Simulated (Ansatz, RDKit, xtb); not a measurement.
# C3H3BFNO: ranking a sample of isomers

A sample of isomers of C3H3BFNO is drawn. Aim: find which of them has the lowest free energy at 298.15 K, then its properties. The sample is small against all isomers, and the most stable one of this formula need not be in it.

The funnel: GFN2-xTB relaxations, single points with a density functional, relaxations at B3LYP-D3(BJ)/def2-SVP, harmonic vibrations (at GFN2-xTB), and a last energy at a higher level. All values are calculated.

### Step 1. Drawing up candidates

Isomers were taken from a list of plausible structures; this is a sample, not all of them. That gives 6 candidates.

```
label       SMILES     spin
 c191  Bc1cnc(F)o1  singlet
 c317    Bc1ncoc1F  singlet
 c358  Bc1ncc(F)o1  singlet
 c455  Bc1nc(F)co1  singlet
 c698    Bc1ocnc1F  singlet
 c853  Bc1coc(F)n1  singlet
```

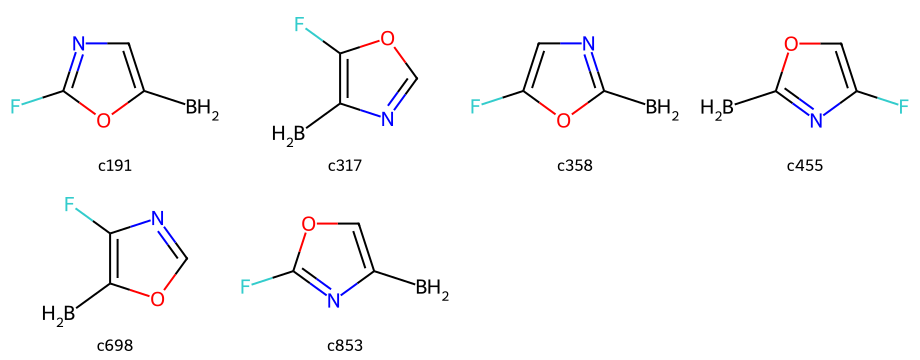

Structural formulas of the candidates.

Candidates are built by distance geometry, with a force field where one applies, in up to four conformers (letters a to d).

### Step 2. Search with GFN2-xTB

All 6 starts are relaxed the same way. One of them, c317a (taken from a list of positional isomers, embedded by distance geometry and UFF), in full:

Input file start.xyz:

```xyz
10
c317a
C     -1.609719     0.114733    -1.948990
C     -1.345936     0.550222     0.178309
C     -0.653602    -0.735992    -1.380336
B     -2.113722     0.211866    -3.379044
F      0.016878    -1.674727    -2.065996
N     -2.045500     0.965860    -0.941264
O     -0.519230    -0.415895    -0.091715
H     -2.923400     0.981035    -3.712791
H     -1.697042    -0.588095    -4.195099
H     -1.492559     1.035309     1.102269
```

Started as:

```bash
xtb start.xyz --gfn 2 --opt
```

Standard output:

```text
* xtb version 6.7.1
   ID    Z sym.   atoms
    1    6 C      1-3
    2    5 B      4
    3    9 F      5
    4    7 N      6
    5    8 O      7
    6    1 H      8-10

           -------------------------------------------------
          |                Calculation Setup                |
           -------------------------------------------------

          program call               : xtb start.xyz --gfn 2 --opt
          coordinate file            : start.xyz
          omp threads                :                     2

           -------------------------------------------------
          |                 G F N 2 - x T B                 |
           -------------------------------------------------

      * Hamiltonian:
        H0-scaling (s, p, d)           1.850000    2.230000    2.230000
        zeta-weighting                 0.500000
      * Dispersion:
        s8                             2.700000
        a1                             0.520000
        a2                             5.000000
        s9                             5.000000
      * Repulsion:
        kExp                           1.500000    1.000000
        rExp                           1.000000
      * Coulomb:
        alpha                          2.000000
        third order                    shell-resolved
        anisotropic                    true
        a3                             3.000000
        a5                             4.000000
        cn-shift                       1.200000
        cn-exp                         4.000000
        max-rad                        5.000000

          ...................................................
          :                      SETUP                      :
          :.................................................:
          :  # basis functions                  31          :
          :  # atomic orbitals                  31          :
          :  # shells                           17          :
          :  # electrons                        36          :
          :  max. iterations                   250          :
          :  Hamiltonian                  GFN2-xTB          :
          :  restarted?                      false          :
          :  GBSA solvation                  false          :
          :  PC potential                    false          :
          :  electronic temp.          300.0000000     K    :
          :  accuracy                    1.0000000          :
          :  -> integral cutoff          0.2500000E+02      :
          :  -> integral neglect         0.1000000E-07      :
          :  -> SCF convergence          0.1000000E-05 Eh   :
          :  -> wf. convergence          0.1000000E-03 e    :
          :  Broyden damping             0.4000000          :
          :  net charge                          0          :
          :  unpaired electrons                  0          :
          ...................................................

[... 7 lines left out ...]
   *** convergence criteria satisfied after 12 iterations ***
[... 28 lines left out ...]
         :: total energy             -20.870569048685 Eh    ::
[... 39 lines left out ...]
          :   energy convergence         0.5000000E-05 Eh   :
          :   grad. convergence          0.1000000E-02 Eh/α :
[... 26 lines left out ...]
 * total energy  :   -20.8705691 Eh     change       -0.1698051E-08 Eh
[... 16 lines left out ...]
 * total energy  :   -20.8831329 Eh     change       -0.1256383E-01 Eh
[... 16 lines left out ...]
 * total energy  :   -20.8870257 Eh     change       -0.3892803E-02 Eh
[... 16 lines left out ...]
 * total energy  :   -20.8884855 Eh     change       -0.1459861E-02 Eh
[... 16 lines left out ...]
 * total energy  :   -20.8886792 Eh     change       -0.1936155E-03 Eh
[... 18 lines left out ...]
 * total energy  :   -20.8888416 Eh     change       -0.1624712E-03 Eh
[... 17 lines left out ...]
 * total energy  :   -20.8888626 Eh     change       -0.2096412E-04 Eh
[... 16 lines left out ...]
 * total energy  :   -20.8888671 Eh     change       -0.4486836E-05 Eh
[... 4 lines left out ...]
   *** GEOMETRY OPTIMIZATION CONVERGED AFTER 8 ITERATIONS ***
[... 2 lines left out ...]
 total energy gain   :        -0.0182980 Eh      -11.4822 kcal/mol
[... 15 lines left out ...]
 final structure:
[... 37 lines left out ...]
          |                Final Singlepoint                |
[... 18 lines left out ...]
          :  -> SCF convergence          0.1000000E-05 Eh   :
          :  -> wf. convergence          0.1000000E-03 e    :
[... 10 lines left out ...]
   *** convergence criteria satisfied after 3 iterations ***
[... 28 lines left out ...]
         :: total energy             -20.888867081771 Eh    ::
[... 58 lines left out ...]
Topologies differ in total number of bonds
Writing topology from bond orders to xtbtopo.mol

molecular dipole:
                 x           y           z       tot (Debye)
 q only:       -0.211       0.280       0.144
   full:        0.157      -0.004       0.488       1.303
molecular quadrupole (traceless):
                xx          xy          yy          xz          yz          zz
 q only:       -0.133       1.710      -2.118       0.598      -0.524       2.251
  q+dip:       -1.225       4.045      -1.087      -1.541      -0.012       2.312
   full:       -0.658       6.081      -0.646      -2.558      -0.181       1.304

           -------------------------------------------------
          |                Geometry Summary                 |
           -------------------------------------------------

      molecular mass/u    :       98.8715693
   center of mass at/Å    :       -1.1047219      -0.2238566      -1.3585751
  moments of inertia/u·Å² :        0.1326164E+03   0.1378566E+03   0.2704730E+03
rotational constants/cm⁻¹ :        0.1271157E+00   0.1222838E+00   0.6232649E-01

 * 10 selected distances

     #   Z          #   Z                                           value/Å
     1   6 C        3   6 C                                       1.3750469
     1   6 C        4   5 B                                       1.5327721 (max)
     3   6 C        5   9 F                                       1.3158659
     1   6 C        6   7 N                                       1.3874520
     2   6 C        6   7 N                                       1.2794827
     2   6 C        7   8 O                                       1.3549691
     3   6 C        7   8 O                                       1.3370076
     4   5 B        8   1 H                                       1.1637328
     4   5 B        9   1 H                                       1.1664710
     2   6 C       10   1 H                                       1.0707120 (min)

 * 7 distinct bonds (by element types)

   Z      Z             #   av. dist./Å        max./Å        min./Å
   1 H    5 B           2     1.1651019     1.1664710     1.1637328
   1 H    6 C           1     1.0707120     1.0707120     1.0707120
   5 B    6 C           1     1.5327721     1.5327721     1.5327721
   6 C    6 C           1     1.3750469     1.3750469     1.3750469
   6 C    7 N           2     1.3334673     1.3874520     1.2794827
   6 C    8 O           2     1.3459883     1.3549691     1.3370076
   6 C    9 F           1     1.3158659     1.3158659     1.3158659

optimized geometry written to: xtbopt.xyz

           -------------------------------------------------
          | TOTAL ENERGY              -20.888867081771 Eh   |
          | GRADIENT NORM               0.000914566122 Eh/α |
          | HOMO-LUMO GAP               3.366766619770 eV   |
           -------------------------------------------------

------------------------------------------------------------------------
------------------------------------------------------------------------
 total:
 * wall-time:     0 d,  0 h,  0 min,  0.065 sec
 *  cpu-time:     0 d,  0 h,  0 min,  0.128 sec
 * ratio c/w:     1.962 speedup
 SCF:
 * wall-time:     0 d,  0 h,  0 min,  0.007 sec
 *  cpu-time:     0 d,  0 h,  0 min,  0.013 sec
 * ratio c/w:     1.956 speedup
 ANC optimizer:
 * wall-time:     0 d,  0 h,  0 min,  0.046 sec
 *  cpu-time:     0 d,  0 h,  0 min,  0.092 sec
 * ratio c/w:     2.000 speedup
```

Run time: 0.096 s. Hardware: 2 threads of AMD EPYC 7R43 (Zen 3), shared host.

### Step 3. The minima found

6 of the 6 relaxations converged. 6 distinct structures remain:

```
label  start  SMILES after     spin  energy (kcal/mol)
c191a  drawn   Bc1cnc(F)o1  singlet                0.0
c698a  drawn     Bc1ocnc1F  singlet                0.9
c853a  drawn   Bc1coc(F)n1  singlet                4.2
c455a  drawn   Bc1nc(F)co1  singlet                4.5
c358a  drawn   Bc1ncc(F)o1  singlet                5.3
c317a  drawn     Bc1ncoc1F  singlet                6.1
```

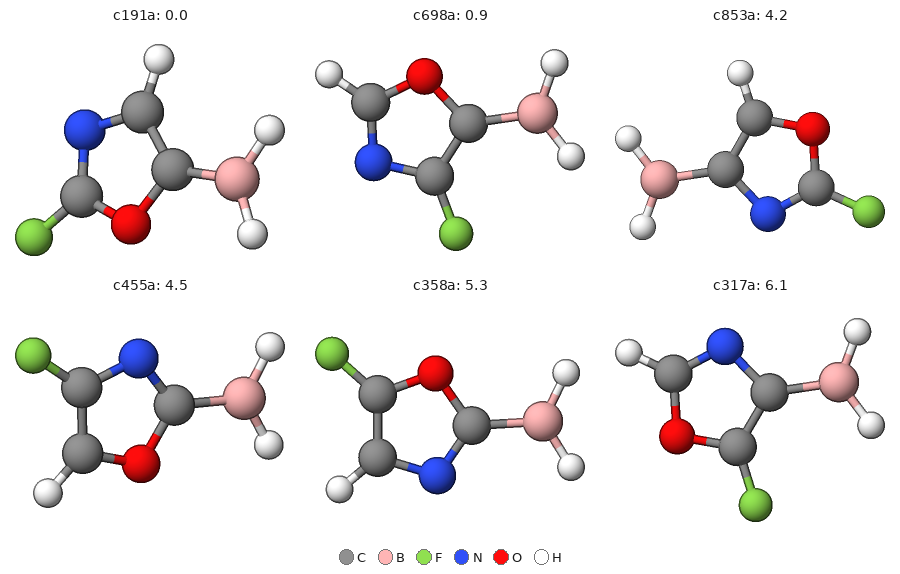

The 6 lowest minima that did not fall apart, with their GFN2-xTB energies in kcal/mol.

### Step 4. Single points on the low minima

A choice of the minima (the low ones first, few conformers of a pattern, up to a cap) and the lowest that fell apart get a single point at r2SCAN-D4/def2-SVP on the tight-binding geometry, and one at HF/STO-3G for comparison. The lowest singlets are also tried as triplets at the same geometry (label ending in t). The first, c191a:

Input file input.yaml:

```yaml
basis:
  gaussian: {orbitals: def2-SVP}
crystal:
  periodic: [false, false, false]
  atoms:
    - {symbol: C, position_ang: [-1.738662, 0.016704, -1.872930]}
    - {symbol: C, position_ang: [-1.533664, 0.755286, -0.725842]}
    - {symbol: C, position_ang: [0.220834, -0.297438, -1.082065]}
    - {symbol: B, position_ang: [-2.932024, -0.120752, -2.809233]}
    - {symbol: F, position_ang: [1.426099, -0.804360, -1.028741]}
    - {symbol: "N", position_ang: [-0.282910, 0.541633, -0.239344]}
    - {symbol: O, position_ang: [-0.554668, -0.668240, -2.078251]}
    - {symbol: H, position_ang: [-2.862226, -0.822786, -3.736222]}
    - {symbol: H, position_ang: [-3.891977, 0.491742, -2.563561]}
    - {symbol: H, position_ang: [-2.206596, 1.421506, -0.226463]}
hamiltonian: {xc: r2scan, dispersion: d4}
scf: {lower_state_search: off}
output: {orbitals: {seedname: orbitals}}
```

Started as:

```bash
ansatz run input.yaml --threads 2 --pin off --max-ram 5220MiB --events-out events.jsonl --progress --plain --runs-dir runs
```

Standard output:

```text
Warning: RAYON_NUM_THREADS=2 ignored (pool sized by the plan → 2); use --threads N
Functional definition: r2SCAN
  name "r2SCAN"
  parameter k0 = 0.174
  parameter k1 = 0.065
  parameter a1 = 4.9479
  exchange = r2scan_x(k0 = k0, k1 = k1, a1 = a1)
  correlation = r2scan_c
these checks for a lower state are left out or cut short: stability, starts, cluster_reference, orbital_swaps, neighbouring_geometries, increment
1265 factors; their error is unknown
mean field evaluation 1: about -10070.2588 eV, gradient 4.9e1 eV
mean field evaluation 2: about -10061.2640 eV, gradient 8.1e1 eV
mean field evaluation 4: about -10075.9327 eV, gradient 5.4e0 eV
mean field evaluation 8: about -10076.0006 eV, gradient 3.1e-1 eV
mean field evaluation 16: about -10075.9227 eV, gradient 3.4e-4 eV
mean field -10075.92272924 eV, -370.2833305938 hartree, gradient 5.0e-6 eV, S^2 0.000000; 0 other end points of the search recorded, 0 dependent functions left out
reference -10075.92273751 eV, -370.2833308977 hartree; 25, 25 occupied and 88, 88 virtual orbitals, 1265 factors
Total energy: -10075.97893037 eV, -370.2853959472 hartree
Checks for a lower state left out: stability, starts, cluster_reference, orbital_swaps, neighbouring_geometries, increment
```

Run time: 2.1 s. Hardware: 2 threads of AMD EPYC 7R43 (Zen 3), shared host; peak memory 0.15 GiB.

Relative energies in kcal/mol, each column from its lowest structure that stays in one piece:

```
 label       SMILES     spin  GFN2-xTB  HF/STO-3G  r2SCAN-D4/def2-SVP
 c191a  Bc1cnc(F)o1  singlet       0.0        0.0                 0.0
 c698a    Bc1ocnc1F  singlet       0.9        1.0                 0.5
 c853a  Bc1coc(F)n1  singlet       4.2        3.8                 6.5
 c455a  Bc1nc(F)co1  singlet       4.5        6.4                 7.0
 c358a  Bc1ncc(F)o1  singlet       5.3        3.4                 7.6
 c317a    Bc1ncoc1F  singlet       6.1        2.4                 7.9
c698at    Bc1ocnc1F  triplet         –          –                72.5
c191at  Bc1cnc(F)o1  triplet         –          –                72.7
c853at  Bc1coc(F)n1  triplet         –          –                81.0
```

### Step 5. Relaxing the best candidates

6 candidates are relaxed at B3LYP-D3(BJ)/def2-SVP (chosen among the lowest in one piece). The first, c191a:

Input file input.yaml:

```yaml
crystal:
  periodic: [false, false, false]
  atoms:
    - symbol: C
      position_ang: [-1.738662, 0.016704, -1.872930]
    - symbol: C
      position_ang: [-1.533664, 0.755286, -0.725842]
    - symbol: C
      position_ang: [0.220834, -0.297438, -1.082065]
    - symbol: B
      position_ang: [-2.932024, -0.120752, -2.809233]
    - symbol: F
      position_ang: [1.426099, -0.804360, -1.028741]
    - symbol: N
      position_ang: [-0.282910, 0.541633, -0.239344]
    - symbol: O
      position_ang: [-0.554668, -0.668240, -2.078251]
    - symbol: H
      position_ang: [-2.862226, -0.822786, -3.736222]
    - symbol: H
      position_ang: [-3.891977, 0.491742, -2.563561]
    - symbol: H
      position_ang: [-2.206596, 1.421506, -0.226463]
basis:
  gaussian:
    orbitals: def2-SVP
scf:
  lower_state_search: off
hamiltonian:
  xc: {name: B3LYP}
  dispersion: d3bj
relax:
  f_tol: 0.006
```

Started as:

```bash
ansatz run input.yaml --threads 2 --pin off --max-ram 5220MiB --events-out events.jsonl --progress --plain --runs-dir runs
```

Standard output:

```text
Warning: RAYON_NUM_THREADS=2 ignored (pool sized by the plan → 2); use --threads N
The last accepted step is kept in runs//last_step.txt (removed where the run ends without a failure and the disk answers)
Functional definition: B3LYP
  name "B3LYP"
  parameter a0 = 0.2
  parameter ax = 0.72
  parameter ac = 0.81
  exchange = (1 - a0 - ax)*slater_x + ax*b88_x + a0*exact_x
  correlation = (1 - ac)*vwn_rpa_c + ac*lyp_c
these checks for a lower state are left out or cut short: stability, starts, cluster_reference, orbital_swaps, neighbouring_geometries, increment
1278 factors; integrals over basis functions are off by at most 2.6e-4 eV
mean field evaluation 1: about -10075.5617 eV, gradient 5.0e1 eV
mean field evaluation 2: about -10069.7495 eV, gradient 7.4e1 eV
mean field evaluation 4: about -10081.1543 eV, gradient 4.3e0 eV
mean field evaluation 8: about -10081.2506 eV, gradient 5.5e-1 eV
mean field evaluation 16: about -10081.2513 eV, gradient 8.4e-5 eV
mean field -10081.25126180 eV, -370.4791505535 hartree, gradient 2.0e-6 eV, S^2 0.000000; 0 other end points of the search recorded, 0 dependent functions left out
the calculation of the forces begins
reference -10081.25149591 eV, -370.4791591571 hartree; 25, 25 occupied and 88, 88 virtual orbitals, 1278 factors
relax step   1: F+E_penalty+E_count = -10081.60632940 eV  Δ(F+E_penalty+E_count) = +0.000e0 eV  max|allowed force component| = 1.205e0 eV/Å  Δτ_max = 0.0000 Å  (17 SCF iters, accepted)
these checks for a lower state are left out or cut short: stability, starts, cluster_reference, orbital_swaps, neighbouring_geometries, increment
1278 factors; integrals over basis functions are off by at most 2.6e-4 eV
mean field -10081.31120211 eV, -370.4813533193 hartree, gradient 1.0e-6 eV, S^2 0.000000; 0 other end points of the search recorded, 0 dependent functions left out
the calculation of the forces begins
reference -10081.31143722 eV, -370.4813619594 hartree; 25, 25 occupied and 88, 88 virtual orbitals, 1278 factors
relax step   2: F+E_penalty+E_count = -10081.66716167 eV  Δ(F+E_penalty+E_count) = -6.083e-2 eV  max|allowed force component| = 5.997e-1 eV/Å  Δτ_max = 0.0297 Å  (23 SCF iters, accepted)
these checks for a lower state are left out or cut short: stability, starts, cluster_reference, orbital_swaps, neighbouring_geometries, increment
1278 factors; integrals over basis functions are off by at most 2.7e-4 eV
mean field evaluation 32: about -10081.3210 eV, gradient 3.1e-4 eV
mean field -10081.32099025 eV, -370.4817130269 hartree, gradient 1.0e-6 eV, S^2 0.000000; 0 other end points of the search recorded, 0 dependent functions left out
the calculation of the forces begins
reference -10081.32122576 eV, -370.4817216817 hartree; 25, 25 occupied and 88, 88 virtual orbitals, 1278 factors
relax step   3: F+E_penalty+E_count = -10081.67756956 eV  Δ(F+E_penalty+E_count) = -1.041e-2 eV  max|allowed force component| = 1.254e-1 eV/Å  Δτ_max = 0.0125 Å  (23 SCF iters, accepted)
[... 5 lines left out ...]
relax step   4: F+E_penalty+E_count = -10081.67801033 eV  Δ(F+E_penalty+E_count) = -4.408e-4 eV  max|allowed force component| = 4.122e-2 eV/Å  Δτ_max = 0.0026 Å  (15 SCF iters, accepted)
[... 5 lines left out ...]
relax step   5: F+E_penalty+E_count = -10081.67804673 eV  Δ(F+E_penalty+E_count) = -3.640e-5 eV  max|allowed force component| = 2.369e-2 eV/Å  Δτ_max = 0.0040 Å  (15 SCF iters, accepted)
[... 5 lines left out ...]
relax step   6: F+E_penalty+E_count = -10081.67810700 eV  Δ(F+E_penalty+E_count) = -6.027e-5 eV  max|allowed force component| = 7.842e-3 eV/Å  Δτ_max = 0.0022 Å  (14 SCF iters, accepted)
these checks for a lower state are left out or cut short: stability, starts, cluster_reference, orbital_swaps, neighbouring_geometries, increment
1278 factors; integrals over basis functions are off by at most 2.7e-4 eV
mean field -10081.32164901 eV, -370.4817372358 hartree, gradient 1.1e-6 eV, S^2 0.000000; 0 other end points of the search recorded, 0 dependent functions left out
the calculation of the forces begins
reference -10081.32188445 eV, -370.4817458883 hartree; 25, 25 occupied and 88, 88 virtual orbitals, 1278 factors
relax step   7: F+E_penalty+E_count = -10081.67811012 eV  Δ(F+E_penalty+E_count) = -3.120e-6 eV  max|allowed force component| = 3.040e-3 eV/Å  Δτ_max = 0.0004 Å  (13 SCF iters, accepted)
Total energy: -10081.67834556 eV, -370.4948455925 hartree
Atom 0 at    -1.746845     0.021999    -1.871299 Å, force    -0.000888     0.001261    -0.001020 eV/Å
Atom 1 at    -1.525831     0.756581    -0.719007 Å, force     0.001398    -0.000779     0.002507 eV/Å
Atom 2 at     0.233744    -0.298122    -1.075156 Å, force     0.000085    -0.003040    -0.001842 eV/Å
Atom 3 at    -2.923781    -0.123239    -2.807853 Å, force    -0.000364    -0.000290     0.001325 eV/Å
Atom 4 at     1.425686    -0.810804    -1.037806 Å, force     0.000124     0.000955     0.001261 eV/Å
Atom 5 at    -0.265524     0.544250    -0.223977 Å, force     0.000780     0.001218    -0.000546 eV/Å
Atom 6 at    -0.536032    -0.673007    -2.073973 Å, force    -0.001070     0.000749    -0.000150 eV/Å
Atom 7 at    -2.870995    -0.843479    -3.769170 Å, force     0.001137    -0.000336    -0.000324 eV/Å
Atom 8 at    -3.916679     0.509525    -2.554711 Å, force    -0.000613     0.000089    -0.000959 eV/Å
Atom 9 at    -2.229536     1.429592    -0.229700 Å, force    -0.000588     0.000174    -0.000251 eV/Å
Dipole moment:    -0.126577     0.053289    -0.005684 e Å
Checks for a lower state left out: stability, starts, cluster_reference, orbital_swaps, neighbouring_geometries, increment
```

Wall time 22 s (2 threads of AMD EPYC 7R43 (Zen 3), shared host); peak memory 0.24 GiB.

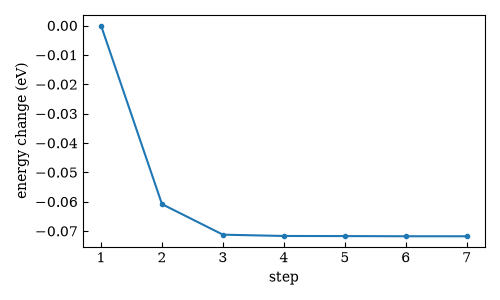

Energy along the run, all evaluated steps.

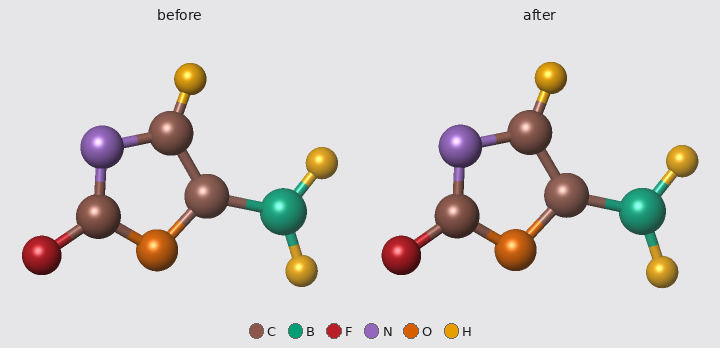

Before and after, at one scale.

After the run. Bond lengths: C1–C2 1.384 Å, C1–B4 1.511 Å, C3–F5 1.298 Å, C2–N6 1.371 Å, C3–N6 1.297 Å, C1–O7 1.411 Å, C3–O7 1.316 Å, B4–H8 1.202 Å, B4–H9 1.204 Å, C2–H10 1.090 Å. Some angles: C1–C2–N6 111.4°, C2–C1–B4 133.7°, C2–C1–O7 104.1°, B4–C1–O7 122.1°, F5–C3–N6 126.2°, F5–C3–O7 116.5°, N6–C3–O7 117.3°, C2–N6–C3 102.6°, C1–O7–C3 104.6°, C1–C2–H10 126.8°.

(Part 1 of 2 ends here.)
